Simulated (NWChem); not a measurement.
# HF/3-21G run of [NO2]− (nitrite)

Aim: the vertical singlet–triplet gap of [NO2]− (nitrite) at HF/3-21G, from 2 runs. 

The results are computed with NWChem 7.3.0.

3 further runs of the same task are left out: 2 that didn't finish, 1 set aside as unsound or not needed. Runs told in other sessions of the task aren't counted.

### 1 Starting point

The species is [NO2]− (3 atoms), meant as a singlet with charge -1. SMILES: `O=N[O-]`. The shape is that of a PBE0-D4/def2-TZVPD optimisation.

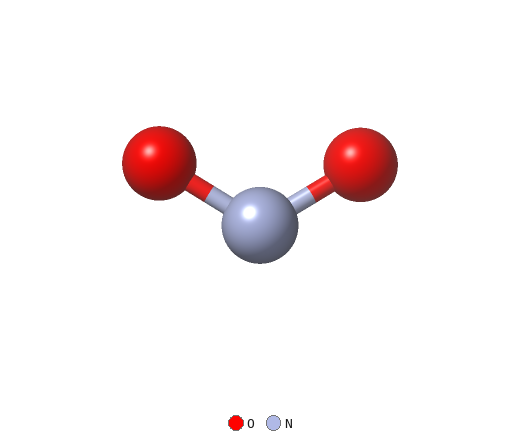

The structure, seen from a chosen angle (oxygen red, nitrogen light blue).

### 2 Energy and gradient at HF/3-21G

mymol.nw

```
start mymol
title "NO2"
memory total 2200 mb
charge -1
geometry units angstroms noautosym nocenter noautoz
  O        0.322840       0.992650       0.287620
  N        0.325750      -0.245400       0.151990
  O       -0.648590      -0.747260      -0.439610
end
basis spherical bse
  O library 3-21G
  N library 3-21G
end
scf
  singlet
  rhf
  thresh 1e-08
  maxiter 80
end
task scf gradient
```

Started as:

```
$ nwchem mymol.nw > mymol.out
```

The log of the run:

```text
[...]
  functions       =    27
[...]
  wavefunction    = RHF
[...]
         Total SCF energy =   -202.871413893072
      One-electron energy =   -413.020767377399
      Two-electron energy =    146.596885180179
 Nuclear repulsion energy =     63.552468304147
        Time for solution =      0.1s
[...]
                         RHF ENERGY GRADIENTS
    atom               coordinates                        gradient
                 x          y          z           x          y          z
   1 O       0.610079   1.875837   0.543523   -0.002047  -0.052263  -0.006919
   2 N       0.615578  -0.463739   0.287219   -0.038193   0.028779  -0.017819
   3 O      -1.225657  -1.412117  -0.830742    0.040240   0.023484   0.024738
[...]
```

Run time: 0.74 s. Hardware: 1 thread of Intel Xeon 6975P-C (Granite Rapids), shared host; peak memory 0.099 GiB.

### 3 The triplet: the energy at UHF/3-21G

run.xyz

```xyz
3
NO2 energy
O      0.322840     0.992650     0.287620
N      0.325750    -0.245400     0.151990
O     -0.648590    -0.747260    -0.439610
```

run.py

```python
from ase.io import read
from ase.calculators.nwchem import NWChem

atoms = read('run.xyz')

calc = NWChem(
    label='run',
    theory='scf',
    memory='2200 mb',
    basis='3-21G',
    basispar='spherical bse',
    charge=-1,
    scf={'nopen': '2', 'uhf': None, 'thresh': '1e-08', 'maxiter': '80', 'print': 'low'},
    task='energy',
)
atoms.calc = calc

e = atoms.get_potential_energy()
print(f"E = {e:.6f} eV")
```

Started as:

```
$ export ASE_NWCHEM_COMMAND="nwchem PREFIX.nwi > PREFIX.nwo"
$ python run.py
```

The log of the run:

```text
E = -5518.986263 eV
```

The calculator wrote run.nwi:

```
title "run"

permanent_dir run

scratch_dir run

start run

geometry units angstrom nocenter noautosym noautoz
  O  3.2284000000000002e-01 9.9265000000000003e-01 2.8761999999999999e-01
  N  3.2574999999999998e-01 -2.4540000000000001e-01 1.5198999999999999e-01
  O  -6.4859000000000000e-01 -7.4726000000000004e-01 -4.3961000000000000e-01
end

charge -1

memory 2200 mb

basis spherical bse noprint
   * library 3-21G
end

scf
  nopen 2
  uhf
  thresh 1e-08
  maxiter 80
  print low
end

task scf energy
```

run.nwo:

```text
Northwest Computational Chemistry Package (NWChem) 7.3.0
             --------------------------------------------------------

           Job information
           ---------------

    nwchem branch   = 7.3.0
    use scalapack   = T
    input           = run.nwi
    prefix          = run.
    data base       = run/run.db
    status          = startup
    nproc           =        1

           Memory information
           ------------------

    heap     =     72089594 doubles =      550.0 Mbytes
    stack    =     72089599 doubles =      550.0 Mbytes
    global   =    144179200 doubles =     1100.0 Mbytes (distinct from heap & stack)
    total    =    288358393 doubles =     2200.0 Mbytes
    verify   = yes
    hardfail = no

           Directory information
           ---------------------

  0 permanent = run
  0 scratch   = run

[... 28 lines left out ...]
            Nuclear Dipole moment (a.u.)
[... 34 lines left out ...]
                                 NWChem SCF Module
                                 -----------------

                                        run

  ao basis        = "ao basis"
  functions       =    27
  atoms           =     3
  alpha electrons =    13
  beta  electrons =    11
  charge          =  -1.00
  wavefunction    = UHF
  input vectors   = atomic
  output vectors  = run/run.movecs
  use symmetry    = F
  symmetry adapt  = F

 Forming initial guess at       0.0s

 Starting SCF solution at       0.0s

  ga_iter_lsolve: convergence stagnant ... aborting solve
  ga_iter_lsolve: convergence stagnant ... aborting solve

       Final UHF  results
       ------------------

         Total SCF energy =   -202.819005919718
      One electron energy =   -413.209857496040
      Two electron energy =    146.838383272175
 Nuclear repulsion energy =     63.552468304147

                       Sz =      1.0000
                 Sz(Sz+1) =      2.0000
                      S^2 =      2.0296

        Time for solution =      0.3s

 Task  times  cpu:        0.3s     wall:        0.3s
 Total times  cpu:        0.3s     wall:        0.3s
```

It took 1.2 s on 1 thread of Intel Xeon 6975P-C (Granite Rapids), shared host; peak memory 0.097 GiB.

### 4 Results

Level: HF/3-21G.

```
                                                      quantity          value
                                         singlet: total energy  -202.87141 Eh
                                          singlet: HOMO energy       -2.41 eV
                                          singlet: LUMO energy       12.10 eV
singlet: HOMO–LUMO gap (to an unbound level, set by the basis)       14.51 eV
                             singlet: largest force on an atom     2.713 eV/Å
                                         triplet: total energy  -202.81901 Eh
                                                 triplet: ⟨S²⟩          2.030
              vertical energy of the triplet above the singlet       1.426 eV
```

At this shape the triplet lies 1.43 eV (138 kJ/mol) above the singlet. The largest force (singlet) is 2.71 eV/Å: the shape isn't a stationary point for this species at this level. Mulliken charges (singlet) run from -0.65 on O1 to +0.30 on N2; they depend strongly on the basis.
